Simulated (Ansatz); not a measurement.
# TiC (Fm-3m): modes against uniaxial strain along [001], part 2 of 2

Wanted: the shifts of the zone-centre modes of TiC (Fm-3m) with strain.

Ansatz 0.2.0; DFT PBEsol, scalar-relativistic, plane waves, PAW; PAW set soft_1.

So far. Step 3 (Tight relaxation): The forces vanish by symmetry and the pressure is -0.001 GPa, within the tolerances set. The cell now holds 9.89 Å³/atom.

The database entry behind the starting cell differs from later determinations by our own check (0.1 to 0.3 % short, probably kX units), so it need not match the best structure at ambient conditions.

### Step 4. Zone-centre response at rest

The force constants come from the linear response of the density to a displacement.

The modes at rest are the reference of the series.

Contents of input.yaml:

```yaml
crystal:
  lattice:
    - [0.0, 2.1464433182, 2.1464433182]
    - [2.1464433182, 0.0, 2.1464433182]
    - [2.1464433182, 2.1464433182, 0.0]
  atoms:
    - { symbol: C, position: [0.5, 0.5, 0.5] }
    - { symbol: Ti, position: [0.0, 0.0, 0.0] }
kpoints:
  mp_grid: { grid: [16, 16, 16] }
hamiltonian:
  xc: pbesol
  pseudopotentials: { kind: paw, azcp: { folder: soft_1 }, xc_functional: pbe }
scf:
  occupations: { method: methfessel_paxton, width: 0.2 }
output:
  eigenvalues: true
phonons:
  method: dfpt
```

Launch:

```sh
> ansatz run input.yaml --threads 4 --pin off --max-ram 10240MiB --backend cpu --events-out ev --progress --plain --runs-dir out
```

Numbers of over 12 decimals in the logs are rounded to 6 here.

Log:

```text
[...]
Crystal: 2 atoms, lattice volume = 19.778 Å³
Basis set: ecut = 420 eV, 387 PW (Γ), exchange–correlation on 48×48×48 points (8 copies of the dense FFT grid, shifted against one another)
Bands: 12, of which v1, the nominal top of the filled ones, is band 8 counted from 1 (7 counted from 0)
Symmetry: 48 space group operations
k-points: 349 of 4096 (irreducible under 8 space group operations, time reversal used)
[...]
SCF iter   1: F=—  HF=-2723.416385 eV  |F-HF|=—  |Δ(HF+E_count)|=         —  Δρ=1.39e-1  dr2=4.91e0  ethr=3.10e-3  ⟨swp⟩=4.2  Hψ=19795  notcnv=0
[...]
SCF iter   9: F=-2722.424797 eV  HF=-2722.424797 eV  |F-HF|=0.00e0  |Δ(HF+E_count)|=  6.28e-11  S|Δr|=    0.00e0  Δρ=2.53e-8  dr2=8.26e-14  ethr=1.00e-12  ⟨swp⟩=3.5  Hψ=17769  notcnv=0
the search or the solves at the SCF's close seem to have found levels that the self-consistency loop had missed (the run counts 1). By its estimate they hold under 1e-12 electrons; where the run keeps them, the occupations were computed again with them
SCF 1 converged in 9 iterations: F = -2722.424797 eV  dr2 = 8.26e-14
[...]
DFPT response loops at Γ: preconditioner auto → Kerker (q_TF=auto, 2.634 Å⁻¹) (partly filled bands, converged f_vac=0.000); β = 1.00, the filter's whole step (`scf.mixing.beta` (0.50) is not read by the response loops under this deck's `scf.mixing.preconditioner`; to damp them name `kerker` or `kerker_dos`, under which they read `scf.mixing.beta`, and type it under 1.00, their step now; both keys bind the ground state too); Broyden in place of MSR1
SCF converged after 9 iterations
[...]
Free energy (F): -2722.424797 eV
[...]
Internal energy: -2722.424388 eV  (E = F + TS)
E sigma→0 (E₀):  -2722.424695 eV
Entropy (-TS):   -0.000409 eV (-0.205 meV/atom)
Fermi energy:    14.968978 eV
[...]
--- Band table (eV; the first three rows and the last of 349) ---
  k-point 0: bands = [... 4 lower, 2.4842, 15.6541, 15.6541, 15.6541, 16.7178, 16.7178, 16.7178, 16.7733]
  k-point 1: bands = [... 4 lower, 2.5765, 15.2057, 15.4597, 15.4597, 16.0336, 16.0336, 16.9612, 17.7877]
  k-point 2: bands = [... 4 lower, 2.8473, 14.3133, 14.6840, 14.6840, 16.1019, 16.1019, 17.3026, 18.8885]
  k-point 348: bands = [... 4 lower, 5.4421, 11.7593, 11.7593, 12.2062, 17.8665, 17.8665, 18.6532, 20.3861]
--- Phonons (Γ-DFPT): 2 representative perturbations + reference, on 349 of 4096 k-points (Σ response iterations 6) ---
  k mesh reduced under 8 symmetry operations, with k and −k counted as one. Each operation leaves every solved perturbation unchanged. A smaller set is not used because it would not reduce the number of displacements times k-points to solve
  ASR residual: 2.602e-5 → 0.000e0 eV/Å²; symmetrization residual: 3.234e-7 eV/Å²
  ASR residual per site (eV/Å²): 2.60e-5 8.33e-7
  Γ frequencies (cm⁻¹): 0.00 0.00 0.00 542.50 542.50 542.50
  non-analytic LO–TO correction: not included (Born effective charges unavailable; polar crystals: no LO–TO splitting at Γ)
```

Wall time 8.2 s (4 threads of Intel Xeon at 2.70GHz, shared host); peak memory 0.59 GiB; 26 s of CPU time.

This step gave:

* sum-rule residual before enforcement: 2.60e-5 eV/Å²
* point group: m-3m
* highest optical mode at the zone centre (no LO-TO term): 542.5 cm⁻¹
* lowest optical zone-centre mode: 542.5 cm⁻¹

Patterns of degenerate modes are one choice out of their space. Modes at Γ, with each element's share of the kinetic energy:

| mode | frequency (cm⁻¹) | symmetry | C % | Ti % |
| --- | --- | --- | --- | --- |
| 1 | 0.0 | acoustic | 20 | 80 |
| 2 | 0.0 | acoustic | 20 | 80 |
| 3 | 0.0 | acoustic | 20 | 80 |
| 4 | 542.5 | T1u | 80 | 20 |
| 5 | 542.5 | T1u | 80 | 20 |
| 6 | 542.5 | T1u | 80 | 20 |

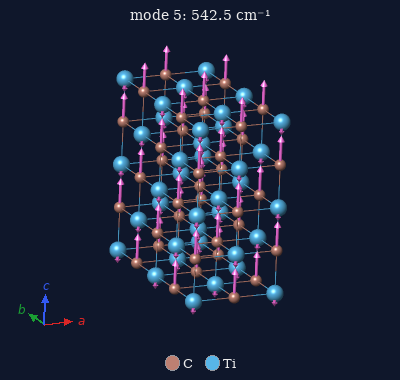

Displacement patterns of mode 5 at Γ; arrows are exaggerated. 1×2×2 conventional cells are drawn. Some periodic images of atoms are drawn too.

Before it was imposed, the acoustic sum rule was missed by 2.6e-5 eV/Å². Small misses are needed for a sound result but don't prove that mesh and cutoff are converged. The lowest optical mode is real, 542 cm⁻¹.

### Step 5. Relaxation of a member: uniaxial strain of +4 % along [001]

The cell takes a uniaxial strain of +4 % along [001]. The strained length and the angles are held, while the rest of the cell and the atoms relax.

input.yaml, the sections that differ from step 4:

```yaml
crystal:
  lattice:
    - [0.0, 2.1352086235, 2.232301051]
    - [2.1352086235, 0.0, 2.232301051]
    - [2.1352086235, 2.1352086235, 0.0]
  atoms:
    - { symbol: C, position: [0.5, 0.5, 0.5] }
    - { symbol: Ti, position: [0.0, 0.0, 0.0] }
  conventional_axes: [[-1, 1, 1], [1, -1, 1], [1, 1, -1]]
output:
  forces: true
  stress: true
  eigenvalues: true
relax:
  adjacent_minimum: "off"
  f_tol: 0.001
  max_steps: 60
  cell: { stress_tol: 0.01, fix: [c, angles] }
# kpoints, hamiltonian, scf: as in step 4
# phonons: removed
```

Log:

```text
[...]
Crystal: 2 atoms, lattice volume = 20.355 Å³
Basis set: ecut = 420 eV, 403 PW (Γ), exchange–correlation on 48×48×48 points (8 copies of the dense FFT grid, shifted against one another)
Bands: 12, of which v1, the nominal top of the filled ones, is band 8 counted from 1 (7 counted from 0)
Symmetry: 16 space group operations
[...]
k-points: 349 of 4096
[...]
k-point 348: bands = [... 4 lower, 4.3920, 10.7797, 12.9123, 14.7458, 14.7458, 17.2933, 18.0599, 18.0599]
--- Relaxed structure (3 steps of the walk, 3 accepted, 1 SCFs on fresh bases) ---
[...]
cell:  # Å, volume = 20.2889 Å³
    - [0.0, 2.131759, 2.232301051]
    - [2.131759, 0.0, 2.232301051]
    - [2.131759, 2.131759, 0.0]
  atoms:
    - { symbol: C, position: [0.5, 0.5, 0.500000] }
    - { symbol: Ti, position: [0, 0, 0] }
[key lines of the parts left out:]
SCF converged after 5 iterations
Free energy (F): -2722.381678 eV
Fermi energy:    14.529507 eV
P = ⅓ Tr σ = -5.4766 GPa (-54.766 kbar)
```

The job ended after 7.1 s (4 threads; peak memory 0.45 GiB; 23 s of CPU time).

The steps of the relaxation:

| step | energy less that of the first step (eV) | largest force component (eV/Å) | pressure (GPa) | volume (Å³) |
| --- | --- | --- | --- | --- |
| 1 | 0.0000 | 0.0000 | -6.33 | 20.35 |
| 2 | -0.0003 | 0.0000 | -5.69 | 20.31 |
| 3 | -0.0003 | 0.0000 | -5.47 | 20.29 |
| 4* | -0.0002 | 0.0000 | -5.48 | 20.29 |

Relaxation steps marked * repeat the geometry before them on a plane-wave basis chosen anew for their cell, so energy and pressure can jump there.

Forces are held to the 16 operations that the run works with; a distortion that breaks them can't arise in this run.

| conventional cell, symmetrised | before | after | change |
| --- | --- | --- | --- |
| a (Å) | 3.020 | 3.015 | -0.2 % |
| b (Å) | 3.020 | 3.015 | -0.2 % |
| c (Å) | 4.465 | 4.465 | +0.0 % |
| volume (Å³/atom) | 10.18 | 10.14 | -0.3 % |

The relaxed structure:

```xyz
2
Lattice="0.0000 2.1318 2.2323 2.1318 0.0000 2.2323 2.1318 2.1318 0.0000" Properties=species:S:1:pos:R:3 pbc="T T T"
C     2.1318    2.1318    2.2323
Ti    0.0000    0.0000    0.0000
```

This step gave:

* pressure: -5.477 GPa
* volume per atom: 10.14 Å³

The forces vanish by symmetry.

### Step 6. Modes of this member: uniaxial strain of +4 % along [001]

The zone-centre modes follow for uniaxial strain of +4 % along [001].

input.yaml, the sections that differ from step 5:

```yaml
crystal:
  lattice:
    - [0.0, 2.1317587298, 2.232301051]
    - [2.1317587298, 0.0, 2.232301051]
    - [2.1317587298, 2.1317587298, 0.0]
  atoms:
    - { symbol: C, position: [0.5, 0.5, 0.5] }
    - { symbol: Ti, position: [0.0, 0.0, 0.0] }
output:
  eigenvalues: true
phonons:
  method: dfpt
# kpoints, hamiltonian, scf: as in step 5
# relax: removed
```

Log:

```text
zone centre: on kpoints.mp_grid the ground state, and the responses unless they are solved on pairs of k-points, stand on 621 of the mesh's 4096 k-points, reduced under 8 symmetry operations, with k and −k counted as one. Each operation leaves every solved displacement unchanged or reverses it
[...]
Crystal: 2 atoms, lattice volume = 20.289 Å³
Basis set: ecut = 420 eV, 379 PW (Γ), exchange–correlation on 48×48×48 points (8 copies of the dense FFT grid, shifted against one another)
Bands: 12, of which v1, the nominal top of the filled ones, is band 8 counted from 1 (7 counted from 0)
Symmetry: 16 space group operations
k-points: 621 of 4096 (irreducible under 8 space group operations)
[...]
SCF iter   1: F=—  HF=-2723.366333 eV  |F-HF|=—  |Δ(HF+E_count)|=         —  Δρ=1.37e-1  dr2=4.93e0  ethr=3.10e-3  ⟨swp⟩=4.2  Hψ=34924  notcnv=0
[...]
SCF iter   9: F=-2722.381678 eV  HF=-2722.381678 eV  |F-HF|=4.55e-13  |Δ(HF+E_count)|=  3.22e-10  S|Δr|=    0.00e0  Δρ=6.76e-8  dr2=8.50e-13  ethr=1.00e-12  ⟨swp⟩=3.9  Hψ=33625  notcnv=0
[...]
SCF 1 converged in 9 iterations: F = -2722.381678 eV  dr2 = 8.50e-13
[...]
SCF converged after 9 iterations
[...]
Free energy (F): -2722.381678 eV
[...]
Internal energy: -2722.381805 eV  (E = F + TS)
E sigma→0 (E₀):  -2722.381710 eV
Entropy (-TS):   0.000127 eV (0.063 meV/atom)
Fermi energy:    14.529507 eV
[...]
--- Band table (eV; the first three rows and the last of 621) ---
  k-point 0: bands = [... 4 lower, 2.1611, 14.9826, 15.3332, 15.3332, 16.0599, 16.1340, 16.3046, 16.3046]
  k-point 1: bands = [... 4 lower, 2.2507, 14.7159, 14.9150, 15.1506, 15.5152, 15.6402, 16.4866, 17.1086]
  k-point 2: bands = [... 4 lower, 2.5139, 13.8816, 14.1445, 14.3574, 15.5926, 15.7067, 16.8098, 18.1496]
  k-point 620: bands = [... 4 lower, 4.3920, 10.7797, 12.9123, 14.7458, 14.7458, 17.2933, 18.0599, 18.0599]
[...]
ASR residual: 2.342e-5 → 0.000e0 eV/Å²; symmetrization residual: 5.180e-7 eV/Å²
  ASR residual per site (eV/Å²): 1.54e-5 2.34e-5
  Γ frequencies (cm⁻¹): 0.00 0.00 0.00 450.81 552.40 552.40
[...]
```

Elapsed: 21 s, on 4 threads; peak memory 0.81 GiB; 69 s of CPU time.

Numbers from this step:

| Quantity | Value |
| --- | --- |
| sum-rule residual before enforcement | 2.34e-5 eV/Å² |
| point group | 4/mmm |
| highest optical mode at the zone centre (no LO-TO term) | 552.4 cm⁻¹ |
| lowest optical zone-centre mode | 450.8 cm⁻¹ |

Patterns of degenerate modes are one choice out of their space. Modes at Γ, with each element's share of the kinetic energy:

| mode | frequency (cm⁻¹) | symmetry | C % | Ti % |
| --- | --- | --- | --- | --- |
| 1 | 0.0 | acoustic | 20 | 80 |
| 2 | 0.0 | acoustic | 20 | 80 |
| 3 | 0.0 | acoustic | 20 | 80 |
| 4 | 450.8 | A2u | 80 | 20 |
| 5 | 552.4 | Eu | 80 | 20 |
| 6 | 552.4 | Eu | 80 | 20 |

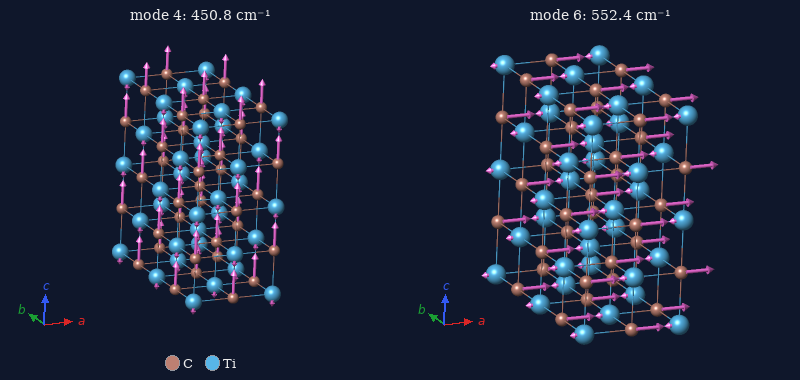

Displacement patterns of modes 4 and 6 at Γ; arrows are exaggerated. 1×2×2 conventional cells are drawn. Some periodic images of atoms are drawn too.

The lowest optical mode is real, 451 cm⁻¹, and the highest lies at 552.4 cm⁻¹.

### Step 7. A member of the series: uniaxial strain of -4 % along [001]

The cell takes a uniaxial strain of -4 % along [001]. The strained length and the angles are held, while the rest of the cell and the atoms relax.

input.yaml, the sections that differ from step 6:

```yaml
crystal:
  lattice:
    - [0.0, 2.1587301387, 2.0605855855]
    - [2.1587301387, 0.0, 2.0605855855]
    - [2.1587301387, 2.1587301387, 0.0]
  atoms:
    - { symbol: C, position: [0.5, 0.5, 0.5] }
    - { symbol: Ti, position: [0.0, 0.0, 0.0] }
  conventional_axes: [[-1, 1, 1], [1, -1, 1], [1, 1, -1]]
output:
  forces: true
  stress: true
  eigenvalues: true
relax:
  adjacent_minimum: "off"
  f_tol: 0.001
  max_steps: 60
  cell: { stress_tol: 0.01, fix: [c, angles] }
# kpoints, hamiltonian, scf: as in step 6
# phonons: removed
```

Log:

```text
[...]
Crystal: 2 atoms, lattice volume = 19.205 Å³
Basis set: ecut = 420 eV, 371 PW (Γ), exchange–correlation on 40×40×48 points (8 copies of the dense FFT grid, shifted against one another)
Bands: 12, of which v1, the nominal top of the filled ones, is band 8 counted from 1 (7 counted from 0)
Symmetry: 16 space group operations
[...]
k-points: 349 of 4096
[...]
k-point 348: bands = [... 4 lower, 5.1890, 12.3523, 13.5322, 15.1949, 15.1949, 18.4104, 19.2449, 19.2449]
--- Relaxed structure (4 steps of the walk, 4 accepted, 2 SCFs on fresh bases) ---
[...]
cell:  # Å, volume = 19.2805 Å³
    - [0.0, 2.162964, 2.0605855855]
    - [2.162964, 0, 2.0605855855]
    - [2.162964, 2.162964, 0]
  atoms:
    - { symbol: C, position: [0.500000, 0.500000, 0.500000] }
    - { symbol: Ti, position: [0, 0, 0] }
[key lines of the parts left out:]
SCF converged after 3 iterations
Free energy (F): -2722.366186 eV
Fermi energy:    15.434935 eV
P = ⅓ Tr σ = 8.4290 GPa (84.290 kbar)
```

Run time: 11 s. Hardware: 4 threads; peak memory 0.45 GiB; 35 s of CPU time.

Relaxation path:

| step | energy less that of the first step (eV) | largest force component (eV/Å) | pressure (GPa) | volume (Å³) |
| --- | --- | --- | --- | --- |
| 1 | 0.0000 | 0.0000 | 9.51 | 19.21 |
| 2 | -0.0002 | 0.0000 | 8.72 | 19.26 |
| 3 | -0.0002 | 0.0000 | 8.43 | 19.28 |
| 4* | -0.0003 | 0.0000 | 8.44 | 19.28 |
| 5 | -0.0003 | 0.0000 | 8.43 | 19.28 |
| 6* | -0.0003 | 0.0000 | 8.43 | 19.28 |

Relaxation steps marked * repeat the geometry before them on a plane-wave basis chosen anew for their cell, so energy and pressure can jump there.

The run keeps the 16 symmetry operations that it works with, so distortions that break them were not tested.

| conventional cell, symmetrised | before | after | change |
| --- | --- | --- | --- |
| a (Å) | 3.053 | 3.059 | +0.2 % |
| b (Å) | 3.053 | 3.059 | +0.2 % |
| c (Å) | 4.121 | 4.121 | -0.0 % |
| volume (Å³/atom) | 9.60 | 9.64 | +0.4 % |

The relaxed structure:

```xyz
2
Lattice="0.0000 2.1630 2.0606 2.1630 0.0000 2.0606 2.1630 2.1630 0.0000" Properties=species:S:1:pos:R:3 pbc="T T T"
C     2.1630    2.1630    2.0606
Ti    0.0000    0.0000    0.0000
```

Numbers from this step:

- pressure: 8.429 GPa
- volume per atom: 9.640 Å³

The forces vanish by symmetry.

The cell grew by 0.4 % in volume.

### Step 8. Modes of this member: uniaxial strain of -4 % along [001]

The zone-centre modes follow for uniaxial strain of -4 % along [001].

input.yaml, the sections that differ from step 7:

```yaml
crystal:
  lattice:
    - [0.0, 2.1629638187, 2.0605855855]
    - [2.1629638187, 0.0, 2.0605855855]
    - [2.1629638187, 2.1629638187, 0.0]
  atoms:
    - { symbol: C, position: [0.5, 0.5, 0.5] }
    - { symbol: Ti, position: [0.0, 0.0, 0.0] }
output:
  eigenvalues: true
phonons:
  method: dfpt
# kpoints, hamiltonian, scf: as in step 7
# relax: removed
```

Log:

```text
[...]
Crystal: 2 atoms, lattice volume = 19.281 Å³
Basis set: ecut = 420 eV, 371 PW (Γ), exchange–correlation on 48×48×48 points (8 copies of the dense FFT grid, shifted against one another)
Bands: 12, of which v1, the nominal top of the filled ones, is band 8 counted from 1 (7 counted from 0)
Symmetry: 16 space group operations
k-points: 621 of 4096 (irreducible under 8 space group operations)
[...]
k-point 1: bands = [... 4 lower, 2.9148, 15.6166, 15.7683, 16.0641, 16.4351, 16.5960, 17.4689, 18.1466]
  k-point 2: bands = [... 4 lower, 3.1954, 14.7236, 14.9930, 15.2261, 16.5222, 16.6602, 17.8255, 19.2540]
  k-point 620: bands = [... 4 lower, 5.1890, 12.3523, 13.5322, 15.1949, 15.1949, 18.4104, 19.2449, 19.2449]
[...]
ASR residual: 1.171e-5 → 0.000e0 eV/Å²; symmetrization residual: 7.939e-7 eV/Å²
  ASR residual per site (eV/Å²): 9.22e-6 1.17e-5
  Γ frequencies (cm⁻¹): 0.00 0.00 0.00 524.09 524.09 658.94
[...]
[key lines of the parts left out:]
SCF converged after 9 iterations
Free energy (F): -2722.366186 eV
Fermi energy:    15.434936 eV
```

The job ended after 18 s (4 threads; peak memory 0.79 GiB; 57 s of CPU time).

This step gave:

- sum-rule residual before enforcement: 1.17e-5 eV/Å²
- highest optical mode at the zone centre (no LO-TO term): 658.9 cm⁻¹
- lowest optical zone-centre mode: 524.1 cm⁻¹

Patterns of degenerate modes are one choice out of their space. The modes at Γ (shares of kinetic energy by element, %):

| mode | frequency (cm⁻¹) | symmetry | C % | Ti % |
| --- | --- | --- | --- | --- |
| 1 | 0.0 | acoustic | 20 | 80 |
| 2 | 0.0 | acoustic | 20 | 80 |
| 3 | 0.0 | acoustic | 20 | 80 |
| 4 | 524.1 | Eu | 80 | 20 |
| 5 | 524.1 | Eu | 80 | 20 |
| 6 | 658.9 | A2u | 80 | 20 |

The lowest optical mode is real, 524 cm⁻¹, and the highest lies at 658.9 cm⁻¹.

For the highest optical mode at the zone centre (no LO-TO term), step 4 gave 542 cm⁻¹; this run, with strain -4 %, gives 659 cm⁻¹ (+21 %).

### Step 9. All members side by side

The members are set side by side, also those not shown above.

Stress is positive in compression; energies are extrapolated to zero smearing, and E0 is that at rest; the edges not held and the atoms are relaxed in each cell; all runs use 16×16×16 k points and Methfessel-Paxton smearing of 0.2 eV. State of the crystal along the series:

| strain (%) | stress along the axis (GPa) | free strain along [100] (%) | free strain along [010] (%) | E - E0 (meV/atom) |
| --- | --- | --- | --- | --- |
| -4 | 25.29 | 0.7697 | 0.7697 | 29.21 |
| -3 | 17.93 | 0.5724 | 0.5724 | 15.74 |
| -2 | 11.29 | 0.3786 | 0.3786 | 6.7 |
| -1 | 5.339 | 0.1859 | 0.1859 | 1.609 |
| 0 | -0.001472 | 0 | 0 | 0 |
| 1 | -4.795 | -0.1817 | -0.1817 | 1.493 |
| 2 | -9.11 | -0.3562 | -0.3562 | 5.754 |
| 3 | -12.98 | -0.5234 | -0.5234 | 12.51 |
| 4 | -16.42 | -0.6841 | -0.6841 | 21.49 |

Optical modes are counted from below at rest and tracked from member to member by their patterns, and modes that stay within 0.3 cm⁻¹ of each other stand once; labels, where given, are those at rest; the edges not held and the atoms are relaxed in each cell; all runs use 16×16×16 k points and Methfessel-Paxton smearing of 0.2 eV. Optical modes along the series:

| strain (%) | optical mode 1 T1u, singlet (cm⁻¹) | optical mode 2 T1u, doublet (cm⁻¹) |
| --- | --- | --- |
| -4 | 658.9 | 524.1 |
| -3 | 627.1 | 530.8 |
| -2 | 596.8 | 535.7 |
| -1 | 568.6 | 539.4 |
| 0 | 542.5 | 542.5 |
| 1 | 518 | 545.4 |
| 2 | 494.5 | 548.1 |
| 3 | 472.1 | 550.4 |
| 4 | 450.8 | 552.4 |

Value and slope at zero strain of a cubic (a lower polynomial where under five rows exist) through the rows within 2 % of rest. Slopes at rest:

| mode | frequency (cm⁻¹) | shift per percent of strain (cm⁻¹) | shift per GPa of compressive stress (cm⁻¹) |
| --- | --- | --- | --- |
| optical mode 1 T1u, singlet | 542.5 | -25.27 | 5 |
| optical mode 2 T1u, doublet | 542.5 | 2.96 | -0.59 |

### Step 10. What came out

| Property | Result |
| --- | --- |
| members | 9 |
| highest optical mode at the zone centre (no LO-TO term), at rest | 542.5 cm⁻¹ |
| Young’s modulus along [001] | 506 GPa |
| optical mode 1 T1u, singlet, shift per percent | -25.27 cm⁻¹ |
| optical mode 2 T1u, doublet, shift per percent | 2.96 cm⁻¹ |

**Reading.** The stress changes by 5.06 GPa for each percent, a Young’s modulus of 506 GPa along [001]. For each percent the free edge responds with -0.18 %. The strain lowers the symmetry: the level at 542.5 cm⁻¹ splits, into 658.9 and 524.1 cm⁻¹ at -4 %. The fastest shift in the table of slopes is -25.3 cm⁻¹ for each percent (optical mode 1 T1u, singlet), or 5.0 cm⁻¹ for each GPa of compressive stress. For small strain, the measured shift of a line that Raman or infrared light can see, divided by its slope, estimates the stress, if the state of stress is of this kind. These are harmonic frequencies at zero temperature: anharmonic shifts, linewidths and thermal expansion are left out. With no gap, or one that is small against the smearing, the frequencies hang on the k mesh and the smearing, most of all near Kohn anomalies. The PAW files were made for PBE; the program adapts parts of them to the functional of the run, but their partial waves stay those of PBE, an approximation that was not tested in this session. Only the zone centre was solved, so an instability at another wavevector cannot show here.

[Logs are printed without paths, hosts, clocks, repeated set-up lines and the standing remarks that a program may print on its own settings, such as how far it seeks lower states.]

[Hosts, paths, dates, database ids (printed as entryN), source tags and the programs' standing remarks are cut or masked in the printed files.]
